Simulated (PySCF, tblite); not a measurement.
# C₄H₁₄BNSi: geometry, infrared bands and NMR shifts

Aim: predict the infrared bands and NMR shifts of C₄H₁₄BNSi (`CC1(C)[NH2+][BH2-]C[SiH2]1`).

The runs use tblite 0.8.0 and PySCF 2.14.0, with density-fitted response routines of our own; the level of theory stands in each step. All values are computed, except where a source is named. Atoms are numbered from 0 throughout.

### 1 The starting structure

21 atoms, charge 0, multiplicity 1; geometry from: force field or distance geometry start.

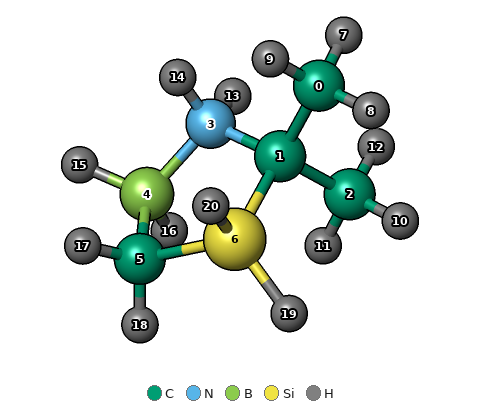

As it starts; carbon teal, nitrogen blue, boron green, silicon yellow, hydrogen grey, atoms numbered.

### 2 Geometry optimisation with GFN2-xTB

The job: settings as JSON, then the geometry in Å.

```
{"job": {"kind": "relax", "xc": "GFN2-xTB", "basis": "xTB"}, "charge": 0, "multiplicity": 1}
C      1.654100    -0.548000    -1.213400
C      0.644200    -0.022900    -0.169200
C      1.414700     0.798600     0.903000
N     -0.081700    -1.141300     0.461100
B     -1.472300    -0.681900     0.987000
C     -2.088200     0.435000    -0.005200
Si    -0.641100     1.046200    -0.981200
H      2.394600    -1.215200    -0.731600
H      2.194400     0.296400    -1.687000
H      1.115800    -1.116200    -2.004500
H      1.922400     1.661300     0.424500
H      0.705100     1.192900     1.671900
H      2.162500     0.176400     1.419900
H      0.470300    -1.558300     1.260000
H     -0.252700    -1.903300    -0.225400
H     -2.217400    -1.610700     1.049200
H     -1.362900    -0.223700     2.081900
H     -2.840800    -0.016400    -0.680900
H     -2.530700     1.271800     0.584800
H     -0.388200     2.477700    -0.753700
H     -0.811200     0.698500    -2.391500
```

Command:

```
$ OMP_NUM_THREADS=1 python probes_run.py task.json out
```

One launch serves the whole session: the jobs run in the order shown.

What it wrote:

```text
step      E/eV     max force
  0    -587.06101    2.069
  1    -587.28171    0.968
  2    -587.36073    0.566
  3    -587.40319    0.485
  4    -587.43504    0.380
  5    -587.45696    0.288
  6    -587.47182    0.244
  7    -587.48239    0.226
  8    -587.49097    0.260
  9    -587.49861    0.260
 10    -587.50403    0.200
 11    -587.50684    0.143
 12    -587.50828    0.084
 13    -587.50952    0.093
 14    -587.51103    0.115
 15    -587.51252    0.119
 16    -587.51363    0.068
 17    -587.51440    0.062
 18    -587.51506    0.063
 19    -587.51568    0.071
 20    -587.51628    0.052
 21    -587.51694    0.057
 22    -587.51778    0.081
 23    -587.51874    0.107
 24    -587.51959    0.086
 25    -587.52026    0.053
 26    -587.52092    0.062
 27    -587.52172    0.079
 28    -587.52251    0.084
 29    -587.52309    0.054
 30    -587.52353    0.042
 31    -587.52398    0.063
 32    -587.52450    0.076
 33    -587.52494    0.055
 34    -587.52524    0.036
 35    -587.52547    0.036
 36    -587.52574    0.052
 37    -587.52606    0.056
 38    -587.52635    0.038
 39    -587.52655    0.033
 40    -587.52671    0.031
 41    -587.52684    0.028
 42    -587.52696    0.025
 43    -587.52705    0.022
 44    -587.52715    0.025
 45    -587.52723    0.027
 46    -587.52731    0.020
 47    -587.52736    0.018
 48    -587.52741    0.016
 49    -587.52745    0.018
 50    -587.52748    0.011
 51    -587.52750    0.013
 52    -587.52752    0.011
 53    -587.52755    0.013
 54    -587.52757    0.012
 55    -587.52761    0.018
 56    -587.52764    0.021
 57    -587.52768    0.014
 58    -587.52771    0.011
 59    -587.52774    0.011
 60    -587.52778    0.018
 61    -587.52782    0.020
 62    -587.52786    0.016
 63    -587.52789    0.012
 64    -587.52792    0.013
 65    -587.52796    0.022
 66    -587.52802    0.025
 67    -587.52808    0.021
 68    -587.52813    0.014
 69    -587.52817    0.013
 70    -587.52821    0.018
 71    -587.52826    0.021
 72    -587.52832    0.018
 73    -587.52836    0.015
 74    -587.52841    0.016
 75    -587.52847    0.026
 76    -587.52854    0.028
 77    -587.52862    0.026
 78    -587.52870    0.024
 79    -587.52878    0.018
 80    -587.52886    0.027
 81    -587.52895    0.024
 82    -587.52901    0.017
 83    -587.52906    0.014
 84    -587.52909    0.013
 85    -587.52912    0.013
 86    -587.52915    0.014
 87    -587.52920    0.022
 88    -587.52926    0.023
 89    -587.52934    0.021
 90    -587.52940    0.019
 91    -587.52946    0.017
 92    -587.52952    0.021
 93    -587.52956    0.020
 94    -587.52960    0.015
 95    -587.52962    0.013
 96    -587.52964    0.012
 97    -587.52968    0.019
 98    -587.52972    0.018
 99    -587.52974    0.009
```

Wall time 1.3 s (1 thread of Arm Neoverse N1, shared host).

The steps of the relaxation: (not every step is listed)

```
step  energy from step 0 (eV)  largest force (eV/Å)
   0                   0.0000                2.0692
   1                  -0.2207                0.9676
   2                  -0.2997                0.5657
   3                  -0.3422                0.4852
   4                  -0.3740                0.3798
   5                  -0.3959                0.2879
   6                  -0.4108                0.2440
   7                  -0.4214                0.2265
   8                  -0.4300                0.2602
  16                  -0.4526                0.0675
  24                  -0.4586                0.0858
  32                  -0.4635                0.0764
  40                  -0.4657                0.0309
  48                  -0.4664                0.0164
  56                  -0.4666                0.0205
  64                  -0.4669                0.0135
  72                  -0.4673                0.0178
  80                  -0.4678                0.0267
  88                  -0.4683                0.0227
  94                  -0.4686                0.0148
  95                  -0.4686                0.0129
  96                  -0.4686                0.0118
  97                  -0.4687                0.0188
  98                  -0.4687                0.0180
  99                  -0.4687                0.0088
```

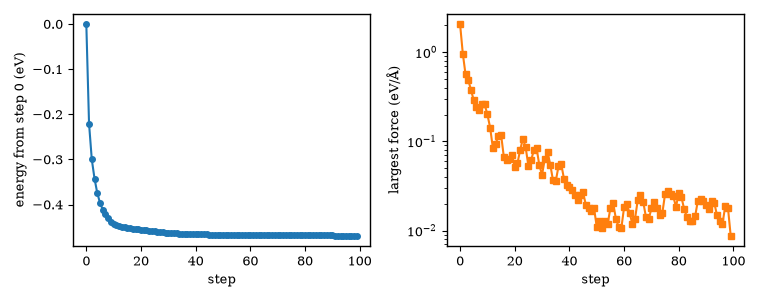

Energy and force, step by step.

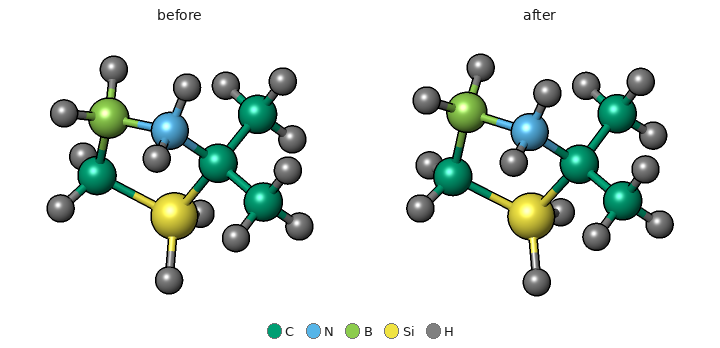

Before and after, at one scale.

Close pairs (by a distance rule), those that changed most:

```
  bond  before (Å)  after (Å)  change (Å)
 N3–B4       1.556      1.640      +0.084
C1–Si6       1.859      1.941      +0.083
N3–H13       1.057      1.019      -0.038
 C1–C2       1.555      1.520      -0.035
C2–H11       1.118      1.086      -0.032
 B4–C5       1.616      1.648      +0.032
C5–Si6       1.849      1.881      +0.031
C5–H18       1.115      1.089      -0.027
```

The end geometry stands in the next job.

### 3 Infrared spectrum with GFN2-xTB

The job: settings as JSON, then the geometry in Å.

```
{"job": {"kind": "ir", "xc": "GFN2-xTB", "basis": "xTB"}, "charge": 0, "multiplicity": 1}
C      1.657991    -0.570180    -1.198628
C      0.672033     0.015896    -0.195216
C      1.428936     0.749473     0.900219
N     -0.087483    -1.090604     0.434526
B     -1.503115    -0.618014     1.115502
C     -2.156197     0.364373    -0.035108
Si    -0.716178     1.127908    -0.973116
H      2.363669    -1.250761    -0.716476
H      2.228453     0.227725    -1.666953
H      1.138207    -1.113634    -1.986941
H      1.973675     1.590738     0.480413
H      0.736097     1.126983     1.646195
H      2.146984     0.091244     1.394572
H      0.480864    -1.580840     1.123088
H     -0.347806    -1.756892    -0.287020
H     -2.124683    -1.619838     1.306354
H     -1.241078    -0.043788     2.126632
H     -2.796302    -0.193805    -0.721666
H     -2.798897     1.126518     0.401979
H     -0.381458     2.532830    -0.720726
H     -0.682632     0.901614    -2.428103
```

What it wrote:

```text
mode    cm-1     km/mol
  1      61.1      1.41
  2     190.4     17.67
  3     219.0      0.27
  4     227.5      0.54
  5     254.8      1.53
  6     290.4      0.34
  7     339.9     10.85
  8     369.7      1.32
  9     404.2      6.17
 10     451.9     19.84
 11     461.1     37.42
 12     562.6     13.80
 13     588.1     18.46
 14     652.2     20.69
 15     668.7    185.13
 16     695.5      4.86
 17     701.1      8.35
 18     781.5    118.09
 19     803.8    237.31
 20     863.6     25.65
 21     883.7     91.96
 22     907.9     62.91
 23     953.4      1.49
 24     969.6      6.17
 25     982.5      1.19
 26    1012.6     31.66
 27    1024.5     29.58
 28    1059.1     20.82
 29    1098.5    154.22
 30    1140.9     41.79
 31    1144.5     34.92
 32    1180.3     20.56
 33    1233.7     25.65
 34    1257.7     78.03
 35    1261.7     44.34
 36    1408.5      6.26
 37    1423.5      2.23
 38    1486.2      2.64
 39    1493.7      7.00
 40    1499.0      0.02
 41    1507.3      3.61
 42    1513.2      6.49
 43    1516.2     42.09
 44    2180.6    432.03
 45    2240.6    293.82
 46    2422.7    299.30
 47    2453.4    223.43
 48    2954.4     63.80
 49    2968.4      5.05
 50    2973.2    120.59
 51    3005.6     37.09
 52    3010.7     43.41
 53    3046.3      0.79
 54    3051.3     46.98
 55    3059.4     13.20
 56    3328.3      1.72
 57    3372.9      1.63
```

It took 1.4 s on 1 thread of Arm Neoverse N1, shared host.

The strongest bands and the atoms that carry them (share of the mass-weighted mode):

```
cm⁻¹  km/mol                                  atoms
 669   185.1                     H20 39 %, H19 31 %
 804   237.3           H19 39 %, H20 37 %, Si6 13 %
1098   154.2  H16 41 %, H14 16 %, B4 11 %, H15 10 %
2181   432.0                               H20 95 %
2241   293.8                               H19 95 %
2423   299.3                     H15 78 %, H16 12 %
2453   223.4                     H16 81 %, H15 15 %
2973   120.6                      H12 59 %, H7 34 %
```

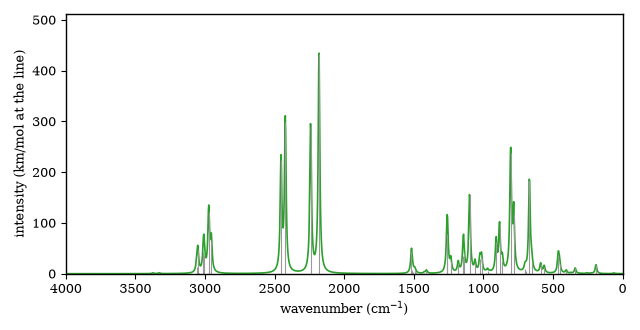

The infrared spectrum from these modes, unscaled. Lines are broadened to a width of 14 cm⁻¹ (Lorentzian).

### 4 Shielding tensors: PBE0/pcSseg-1

The job, as its differences from that of step 3:

```diff
@@ -1,2 +1,2 @@
-{"job": {"kind": "ir", "xc": "GFN2-xTB", "basis": "xTB"}, "charge": 0, "multiplicity": 1}
+{"job": {"kind": "nmr", "xc": "PBE0", "basis": "pcSseg-1"}, "charge": 0, "multiplicity": 1}
 C      1.657991    -0.570180    -1.198628
```

Method: GIAO PBE0/pcSseg-1 NMR shielding, non-relativistic, gas phase.

What it wrote:

```text
coarse grid: 16800 points
cycle   1  E = -529.3748449159  dE =  5.841e-01  |g| = 5.520e-01  |ddm| = 3.869e+00
cycle   2  E = -529.3494489889  dE =  2.540e-02  |g| = 6.351e-01  |ddm| = 1.286e+00
cycle   3  E = -529.4634027329  dE = -1.140e-01  |g| = 6.723e-02  |ddm| = 7.474e-01
cycle   4  E = -529.4644467388  dE = -1.044e-03  |g| = 2.731e-02  |ddm| = 9.040e-02
cycle   5  E = -529.4646237482  dE = -1.770e-04  |g| = 5.847e-03  |ddm| = 2.592e-02
cycle   6  E = -529.4646308098  dE = -7.062e-06  |g| = 1.968e-03  |ddm| = 6.391e-03
final grid: 154168 points
cycle   7  E = -529.5033588562  dE = -6.770e-05  |g| = 8.945e-03  |ddm| = 4.267e-02
cycle   8  E = -529.5033493678  dE =  9.488e-06  |g| = 1.080e-02  |ddm| = 1.851e-02
cycle   9  E = -529.5033800840  dE = -3.072e-05  |g| = 8.416e-04  |ddm| = 1.046e-02
cycle  10  E = -529.5033802342  dE = -1.502e-07  |g| = 2.978e-04  |ddm| = 1.087e-03
cycle  11  E = -529.5033802539  dE = -1.974e-08  |g| = 5.793e-05  |ddm| = 2.553e-04
cycle  12  E = -529.5033802545  dE = -6.198e-10  |g| = 2.569e-05  |ddm| = 7.189e-05
converged SCF energy = -529.5033802545

GIAO shielding tensors (ppm)
atom      isotropic    diamagn.    paramagn.     s11        s22        s33       span
  0 C      154.474     246.803     -92.329    137.159    142.454    183.809     46.650
  1 C      140.036     249.776    -109.740    111.142    132.761    176.205     65.063
  2 C      159.836     247.544     -87.708    135.430    159.349    184.729     49.299
  3 N      171.966     320.955    -148.989    141.452    170.911    203.537     62.085
  4 B      117.489     186.923     -69.434     91.874    119.777    140.817     48.943
  5 C      192.782     253.853     -61.071    174.535    196.963    206.847     32.311
  6 Si     361.325     881.878    -520.553    305.264    357.302    421.410    116.147
  7 H       30.574      30.715      -0.141     27.025     28.045     36.651      9.625
  8 H       30.155      30.194      -0.040     26.047     27.371     37.046     11.000
  9 H       30.453      31.095      -0.642     25.974     28.595     36.790     10.816
 10 H       30.524      30.929      -0.405     26.195     28.118     37.260     11.065
 11 H       29.448      30.894      -1.446     24.301     28.944     35.098     10.798
 12 H       31.141      31.242      -0.102     27.268     28.337     37.817     10.549
 13 H       29.240      33.325      -4.085     23.951     26.392     37.377     13.426
 14 H       29.092      34.187      -5.095     22.703     27.209     37.366     14.663
 15 H       29.051      30.103      -1.051     24.731     28.751     33.673      8.942
 16 H       29.253      30.861      -1.607     25.084     29.079     33.598      8.514
 17 H       31.460      30.794       0.667     26.593     27.996     39.792     13.199
 18 H       31.532      30.018       1.514     26.941     27.283     40.372     13.431
 19 H       27.544      30.504      -2.961     23.893     26.081     32.657      8.764
 20 H       27.609      30.760      -3.151     23.865     26.074     32.888      9.023
```

Wall time 75 s (1 thread of Arm Neoverse N1, shared host); peak memory 0.88 GiB.

The references, computed at this level on geometries of the same kind, shield at (ppm): 1H TMS 31.72, 13C TMS 186.9, 29Si TMS 349.2, 15N NH3 267.7, 11B BF3·OEt2 100.1. Their shielding less the atom's gives the shift. The references are single molecules in the gas phase, so shifts against H2O, NH3, PH3, H3PO4 or CFCl3 are not on the usual liquid scales and can be off by tens of ppm. Atoms listed in one row are averaged.

```
                    atoms                                                environment  σ (ppm)  δ (ppm)  δ scaled to CDCl3
                       C1            fully substituted sp3 carbon bonded to N and Si    140.0     46.9               43.8
                   C0, C2                                              methyl carbon    157.2     29.8               27.1
                       C5                                 sp3 CH2 bonded to B and Si    192.8     -5.9               -7.6
                 H19, H20  hydrogen on a silicon bonded to 2 C, in a 5-membered ring    27.58     4.14                  –
                 H15, H16   hydrogen on a boron bonded to C, N, in a 5-membered ring    29.15     2.56                  –
                 H13, H14             hydrogen on a donor nitrogen of a Lewis adduct    29.17     2.55                  –
H7, H8, H9, H10, H11, H12                                hydrogen on a methyl carbon    30.38     1.33               1.36
                 H17, H18                  hydrogen on an sp3 CH2 bonded to B and Si    31.50     0.22               0.31
                       N3                           donor nitrogen of a Lewis adduct    172.0     95.8                  –
                       B4            boron bonded to C, N, 2 H, in a 5-membered ring    117.5    -17.4                  –
                      Si6           silicon bonded to 2 C, 2 H, in a 5-membered ring    361.3    -12.2                  –
```

The scaled column applies a straight-line fit of computed shieldings to shifts measured in CDCl3 (root-mean-square error 0.16 ppm for H, 1.9 ppm for C).

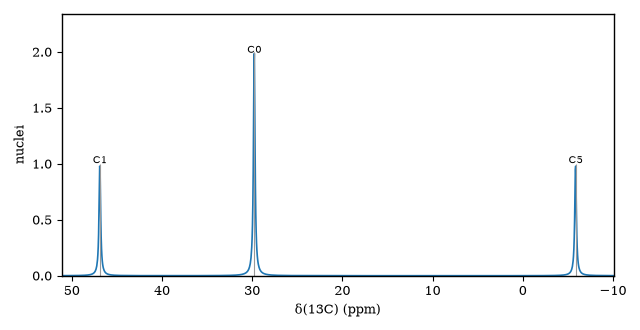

13C lines at the computed shifts, without couplings. Lines are broadened to a width of 0.21 ppm (Lorentzian).

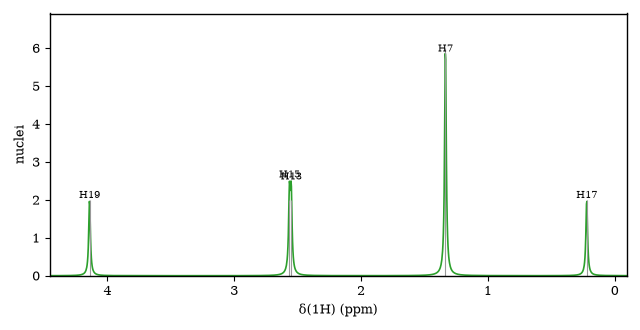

1H lines at the computed shifts, without couplings. Lines are broadened to a width of 0.02 ppm (Lorentzian).

Charges from the same density, by scheme (e):

```
 atoms  Mulliken    IAO  Hirshfeld  ESP fit
C0, C2     -0.16  -0.42      -0.12    -0.57
    C1     -0.59  -0.12       0.00     0.48
    N3     -0.34  -0.28      -0.05    -0.55
    B4      0.07  -0.22      -0.03     0.16
    C5     -0.72  -0.66      -0.24    -0.35
   Si6      0.68   0.72       0.33     0.34
```

Mulliken charges:

C0 -0.16; C1 -0.59; C2 -0.16; N3 -0.34; B4 0.07; C5 -0.72; Si6 0.68; H7 0.10; H8 0.13; H9 0.12; H10 0.13; H11 0.15; H12 0.10; H13 0.22; H14 0.23; H15 -0.04; H16 -0.03; H17 0.14; H18 0.15; H19 -0.08; H20 -0.10

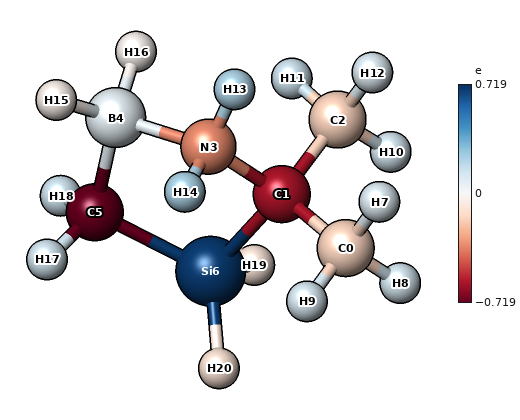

Mulliken charges, as colours on the atoms.

Mayer bond orders: C0–C1 1.03, C1–C2 1.03, C1–N3 0.87, N3–B4 0.60, B4–C5 0.88, C5–Si6 1.01, Si6–C1 0.77.

Ring of atoms C1, N3, B4, C5, Si6: NICS(0) -5.0, NICS(1) -3.2, NICS(1)zz -1.7 ppm (means of both faces).

Orbitals, density, ELF and potential are computed afterwards from the orbital file.

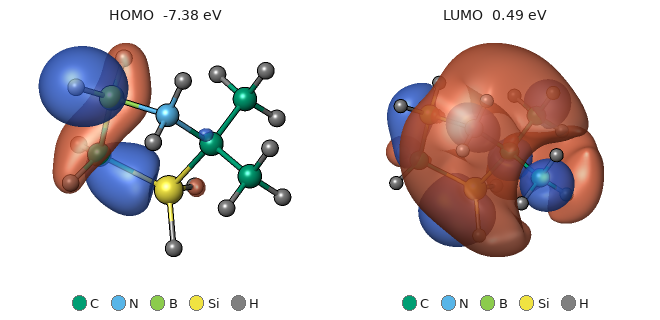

Frontier orbitals at PBE0/pcSseg-1; each surface holds 70 % of the orbital's density, blue and red mark the sign.

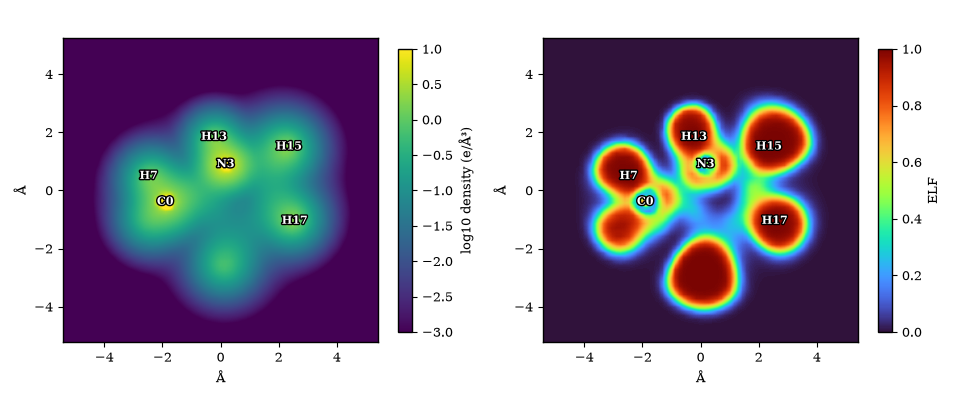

Density (left) and ELF (right) in a plane through or near 6 of the atoms.

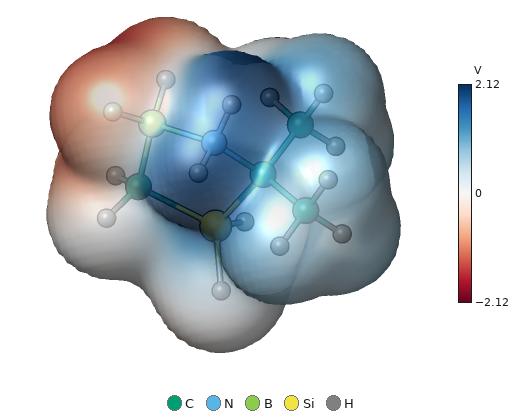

The potential that a unit positive charge feels on the 0.002 e/bohr³ surface, from -1.38 to 2.12 V.

### 5 Summary of results

| quantity | value |
| --- | --- |
| strongest single infrared mode (GFN2-xTB) | 2181 cm⁻¹, 432 km/mol |
| zero-point energy (GFN2-xTB) | 111.0 kcal/mol |
| 13C shifts against TMS (PBE0/pcSseg-1, means over atoms taken as alike) | 46.9, 29.8, -5.9 ppm |
| 1H shifts against TMS (PBE0/pcSseg-1, means over atoms taken as alike) | 4.14, 2.56, 2.55, 1.33, 0.22 ppm |
| 15N shifts against NH3 (PBE0/pcSseg-1) | 95.8 ppm |
| 11B shifts against BF3·OEt2 (PBE0/pcSseg-1) | -17.4 ppm |
| 29Si shifts against TMS (PBE0/pcSseg-1) | -12.2 ppm |
| surface potential, least and greatest | -1.38 V and 2.12 V |

What this shows: The optimisation took 99 steps and gained 0.469 eV; among the close pairs (by a distance rule), N3–B4 changed most, from 1.556 to 1.640 Å. No mode is imaginary among the 57: a minimum at this level. The strongest single mode, at 2181 cm⁻¹, moves mainly H20. Unscaled tight-binding wavenumbers are off by several per cent, some by more. Its intensities can rank the bands wrongly. C1 (fully substituted sp3 carbon bonded to N and Si) lies farthest downfield among carbon, at 46.9 ppm; deshielded by the electronegative neighbour. At PBE0/pcSseg-1: Shielding is most anisotropic at Si6 (span 116 ppm, paramagnetic term -521 ppm).
